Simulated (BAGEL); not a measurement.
# CH5NOSi (SMILES C1N[SiH2]O1) at HF/3-21G (density fitting with qzvpp-jkfit)

What is the vertical singlet–triplet gap of CH5NOSi at HF/3-21G (density fitting with qzvpp-jkfit)? 

The calculation is run with BAGEL 1.2.2.

3 further runs of the same task are left out: 3 set aside as unsound or not needed. Runs told in other sessions of the task aren't counted.

### 1 The system as given

CH5NOSi has 9 atoms, charge 0, and is taken as a singlet. As SMILES, `C1N[SiH2]O1`. The coordinates come from a PBE0-D4/def2-TZVP relaxation.

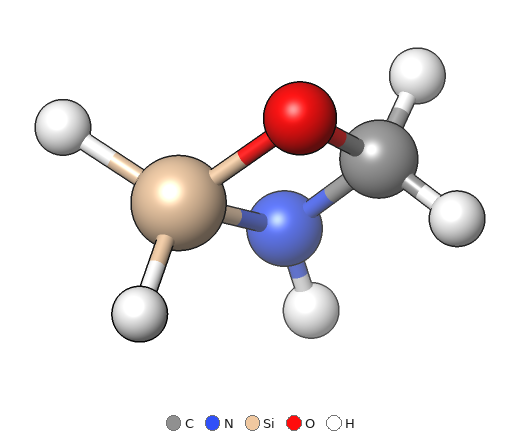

The structure, seen from a chosen angle (carbon grey, nitrogen blue, silicon light orange, oxygen red, hydrogen white).

### 2 The energy at HF/3-21G (density fitting with qzvpp-jkfit)

Contents of input.json:

```json
{ "bagel" : [

{
  "title" : "molecule",
  "basis" : "3-21g",
  "df_basis" : "qzvpp-jkfit",
  "angstrom" : true,
  "geometry" : [
    { "atom" : "C", "xyz" : [      -0.800800,       0.729600,       0.121700 ] },
    { "atom" : "N", "xyz" : [      -0.090800,       0.039000,      -0.961200 ] },
    { "atom" : "Si", "xyz" : [       0.727200,      -0.867100,       0.259500 ] },
    { "atom" : "O", "xyz" : [      -0.320800,      -0.023700,       1.246100 ] },
    { "atom" : "H", "xyz" : [      -1.889700,       0.630700,       0.053900 ] },
    { "atom" : "H", "xyz" : [      -0.531600,       1.788500,       0.220600 ] },
    { "atom" : "H", "xyz" : [       0.287300,       0.591800,      -1.711300 ] },
    { "atom" : "H", "xyz" : [       2.176200,      -0.596600,       0.480800 ] },
    { "atom" : "H", "xyz" : [       0.531500,      -2.338500,       0.272900 ] }
  ]
},

{ "title" : "hf" },

{ "title" : "print", "file" : "orbitals.molden", "orbitals" : true }

]}
```

Launch:

```console
$ BAGEL_NUM_THREADS=1 BAGEL input.json > input.out
```

What it wrote:

```text
* using 1 threads per process

  ===============================================================
  ===============================================================

  *** Geometry ***

  { "atom" : "C", "xyz" : [     -1.513293,      1.378744,      0.229980 ] },
  { "atom" : "N", "xyz" : [     -0.171587,      0.073699,     -1.816405 ] },
  { "atom" : "Si", "xyz" : [      1.374209,     -1.638582,      0.490384 ] },
  { "atom" : "O", "xyz" : [     -0.606224,     -0.044787,      2.354788 ] },
  { "atom" : "H", "xyz" : [     -3.571015,      1.191850,      0.101856 ] },
  { "atom" : "H", "xyz" : [     -1.004578,      3.379775,      0.416874 ] },
  { "atom" : "H", "xyz" : [      0.542918,      1.118340,     -3.233888 ] },
  { "atom" : "H", "xyz" : [      4.112422,     -1.127411,      0.908580 ] },
  { "atom" : "H", "xyz" : [      1.004389,     -4.419125,      0.515706 ] },

  Number of auxiliary basis functions:      447

  Since a DF basis is specified, we compute 2- and 3-index integrals:
    o Being stored without compression. Storage requirement is 0.009 GB

  Number of basis functions:       50
  Number of electrons      :       40

    * METHOD: MOLECULE                             0.14

  *** RHF ***

  === Nuclear Repulsion ===
   179.1277168376

      * DIIS with orbital gradients will be used.

  === RHF iteration (3-21g) ===
      0       -456.39750748          0.02642533           0.03
      1       -456.50550790          0.01525919           0.03
      2       -456.54420760          0.00154143           0.03
      3       -456.54496231          0.00056970           0.03
      4       -456.54503524          0.00012733           0.03
      5       -456.54504413          0.00002839           0.03
      6       -456.54504467          0.00000843           0.03
      7       -456.54504471          0.00000240           0.03
      8       -456.54504471          0.00000048           0.03
      9       -456.54504471          0.00000017           0.03
     10       -456.54504471          0.00000005           0.03
     11       -456.54504471          0.00000002           0.03
     12       -456.54504471          0.00000001           0.03
    * SCF iteration converged.

    * Permanent dipole moment:
           (   -0.531001,    -0.385859,     0.721265) a.u.

    * METHOD: HF                                   0.48

    * METHOD: PRINT                                0.00

  ===============================================================
```

Run time: 0.8 s. Hardware: 1 thread of Arm Neoverse V2, shared host; peak memory 0.083 GiB.

### 3 The triplet

Changes to input.json since step 2:

```diff
@@ -20,5 +20,12 @@
 
-{ "title" : "hf" },
+{
+  "title" : "uhf",
+  "nopen" : 2
+},
 
-{ "title" : "print", "file" : "orbitals.molden", "orbitals" : true }
+{
+  "title" : "print",
+  "file" : "orbitals.molden",
+  "orbitals" : true
+}
```

Launch:

```console
$ BAGEL_NUM_THREADS=1 BAGEL input.json > input.out
```

What it wrote:

```text
* using 1 threads per process

  ===============================================================
  ===============================================================

  *** Geometry ***

  { "atom" : "C", "xyz" : [     -1.513293,      1.378744,      0.229980 ] },
  { "atom" : "N", "xyz" : [     -0.171587,      0.073699,     -1.816405 ] },
  { "atom" : "Si", "xyz" : [      1.374209,     -1.638582,      0.490384 ] },
  { "atom" : "O", "xyz" : [     -0.606224,     -0.044787,      2.354788 ] },
  { "atom" : "H", "xyz" : [     -3.571015,      1.191850,      0.101856 ] },
  { "atom" : "H", "xyz" : [     -1.004578,      3.379775,      0.416874 ] },
  { "atom" : "H", "xyz" : [      0.542918,      1.118340,     -3.233888 ] },
  { "atom" : "H", "xyz" : [      4.112422,     -1.127411,      0.908580 ] },
  { "atom" : "H", "xyz" : [      1.004389,     -4.419125,      0.515706 ] },

  Number of auxiliary basis functions:      447

  Since a DF basis is specified, we compute 2- and 3-index integrals:
    o Being stored without compression. Storage requirement is 0.009 GB

  Number of basis functions:       50
  Number of electrons      :       40

    * METHOD: MOLECULE                             0.14

  *** Open-shell HF ***

  === Nuclear Repulsion ===
   179.1277168376

      * DIIS with orbital gradients will be used.

  === UHF iteration (3-21g) ===
      0       -456.15145707          0.04722999           0.06
      1       -456.25719106          0.03058424           0.06
      2       -456.29355341          0.02128255           0.06
      3       -456.31864390          0.00409471           0.06
      4       -456.32865319          0.00356369           0.06
      5       -456.33631367          0.00190284           0.06
      6       -456.33795440          0.00048670           0.06
      7       -456.33816278          0.00021797           0.06
      8       -456.33825933          0.00010166           0.06
      9       -456.33829027          0.00005971           0.06
     10       -456.33829983          0.00003300           0.06
     11       -456.33830336          0.00001188           0.06
     12       -456.33830363          0.00000637           0.05
     13       -456.33830373          0.00000305           0.06
     14       -456.33830375          0.00000123           0.06
     15       -456.33830375          0.00000066           0.06
     16       -456.33830376          0.00000043           0.06
     17       -456.33830376          0.00000019           0.07
     18       -456.33830376          0.00000009           0.07
     19       -456.33830376          0.00000004           0.07
     20       -456.33830376          0.00000002           0.07
     21       -456.33830376          0.00000001           0.06
     22       -456.33830376          0.00000001           0.06
    * SCF iteration converged.

    * S^2 (UHF) is 2.0129

    * Permanent dipole moment:
           (    0.819991,    -1.580911,     1.712190) a.u.

    * METHOD: UHF                                  1.51

    * METHOD: PRINT                                0.00

  ===============================================================
```

Wall time 1.8 s (1 thread of Arm Neoverse V2, shared host); peak memory 0.084 GiB.

### 4 Results

Level: HF/3-21G (density fitting with qzvpp-jkfit).

| quantity | value |
| --- | --- |
| singlet: total energy | -456.54504 Eh |
| singlet: dipole moment | 2.48 D |
| singlet: HOMO energy | -10.27 eV |
| singlet: LUMO energy | 3.72 eV |
| singlet: HOMO–LUMO gap | 13.99 eV |
| triplet: total energy | -456.33830 Eh |
| triplet: dipole moment | 6.28 D |
| triplet: ⟨S²⟩ | 2.013 |
| vertical energy of the triplet above the singlet | 5.626 eV |

**Reading.** At this shape the triplet lies 5.63 eV (543 kJ/mol) above the singlet.
